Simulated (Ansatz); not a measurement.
# KLi (Lithium Potassium): r2SCAN0/def2-TZVP

Aim: the vertical singlet–triplet gap of KLi (Lithium Potassium) at r2SCAN0/def2-TZVP, from 2 runs. 

The results are computed with Ansatz 0.2.0.

38 further runs of the same task are left out: 38 set aside as unsound or not needed.

### 1 The molecule

The species is KLi (2 atoms), meant as a singlet with charge 0. SMILES: `[Li][K]`. Geometry: the measured bond length.

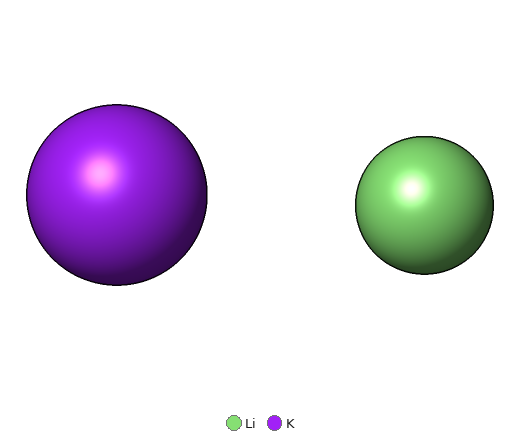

The structure, seen from a chosen angle (lithium green, potassium purple).

### 2 A single-point energy at r2SCAN0/def2-TZVP

molecule.yaml

```yaml
crystal:
  periodic: [false, false, false]
  atoms:
    - symbol: Li
      position_ang: [0.000000, 0.000000, 0.000000]
    - symbol: K
      position_ang: [0.000000, 0.000000, 3.270000]
basis:
  gaussian:
    orbitals: def2-TZVP
hamiltonian:
  xc: {name: r2SCAN0}
accuracy: high
output:
  orbitals: {seedname: orbitals}
```

Launch:

```
$ ansatz run molecule.yaml --threads 1 --pin off --max-ram 3480MiB --events-out events.jsonl --progress --plain --runs-dir runs
```

The program printed:

```text
Warning: RAYON_NUM_THREADS=1 ignored (pool sized by the plan → 1); use --threads N
Functional definition: r2SCAN0
  name "r2SCAN0"
  parameter a = 0.25
  parameter k0 = 0.174
  parameter k1 = 0.065
  parameter a1 = 4.9479
  exchange = (1 - a)*r2scan_x(k0 = k0, k1 = k1, a1 = a1) + a*exact_x
  correlation = r2scan_c
820 factors; integrals over basis functions are off by at most 4.0e-9 eV
mean field evaluation 1: about -16527.3407 eV, gradient 4.9e0 eV
mean field evaluation 2: about -16527.4019 eV, gradient 3.9e0 eV
mean field evaluation 4: about -16527.4485 eV, gradient 1.7e-1 eV
mean field evaluation 8: about -16527.4466 eV, gradient 4.9e-3 eV
mean field evaluation 16: about -16527.4466 eV, gradient 2.0e-6 eV
mean field -16527.44663599 eV, -607.3724611668 hartree, gradient 2.0e-8 eV, S^2 0.000000; 0 other end points of the search recorded, 0 dependent functions left out
reference -16527.44663664 eV, -607.3724611909 hartree; 11, 11 occupied and 36, 36 virtual orbitals, 820 factors
Total energy: -16527.44663664 eV, -607.3724611909 hartree
```

Run time: 7.8 s. Hardware: 1 thread of Intel Xeon Platinum 8488C (Sapphire Rapids), shared host; peak memory 0.23 GiB.

### 3 The triplet at the same level

job.yaml

```yaml
crystal:
  periodic: [false, false, false]
  atoms:
    - {symbol: Li, position_ang: [0.000000, 0.000000, 0.000000]}
    - {symbol: K, position_ang: [0.000000, 0.000000, 3.270000]}
basis:
  gaussian:
    orbitals: def2-TZVP
magnetization:
  spin_polarized: true
  initial_magnetization: 2
hamiltonian:
  xc: {name: r2SCAN0}
accuracy: high
output: {orbitals: {seedname: orbitals}}
```

Launch:

```
$ ansatz run job.yaml --threads 1 --pin off --max-ram 3480MiB --events-out events.jsonl --progress --plain --runs-dir runs
```

The program printed:

```text
Warning: RAYON_NUM_THREADS=1 ignored (pool sized by the plan → 1); use --threads N
Functional definition: r2SCAN0
  name "r2SCAN0"
  parameter a = 0.25
  parameter k0 = 0.174
  parameter k1 = 0.065
  parameter a1 = 4.9479
  exchange = (1 - a)*r2scan_x(k0 = k0, k1 = k1, a1 = a1) + a*exact_x
  correlation = r2scan_c
820 factors; integrals over basis functions are off by at most 4.0e-9 eV
mean field evaluation 1: about -16526.6447 eV, gradient 8.2e-1 eV
mean field evaluation 2: about -16526.6793 eV, gradient 8.6e-1 eV
mean field evaluation 4: about -16526.7056 eV, gradient 2.6e-1 eV
mean field evaluation 8: about -16526.7075 eV, gradient 1.2e-2 eV
mean field evaluation 16: about -16526.7075 eV, gradient 3.7e-5 eV
mean field evaluation 32: about -16526.2708 eV, gradient 1.9e-5 eV
mean field -16526.70748496 eV, -607.3452978675 hartree, gradient 2.4e-8 eV, S^2 2.000163; 5 other end points of the search recorded, 0 dependent functions left out
reference -16526.70750324 eV, -607.3452985392 hartree; 12, 10 occupied and 35, 37 virtual orbitals, 820 factors
Total energy: -16526.70750324 eV, -607.3452985392 hartree
```

Wall time 43 s (1 thread of Intel Xeon Platinum 8488C (Sapphire Rapids), shared host); peak memory 0.41 GiB.

### 4 Outcome

Level: r2SCAN0/def2-TZVP.

| quantity | value |
| --- | --- |
| singlet: total energy | -607.37246 Eh |
| singlet: HOMO energy | -3.28 eV |
| singlet: LUMO energy | -1.12 eV |
| singlet: HOMO–LUMO gap | 2.16 eV |
| triplet: total energy | -607.34530 Eh |
| triplet: HOMO energy (highest over α and β) | -2.64 eV |
| triplet: LUMO energy (lowest over α and β) | -1.47 eV |
| triplet: ⟨S²⟩ | 2.000 |
| vertical energy of the triplet above the singlet | 0.739 eV |

In words: At this shape the triplet lies 0.74 eV (17.0 kcal/mol) above the singlet.
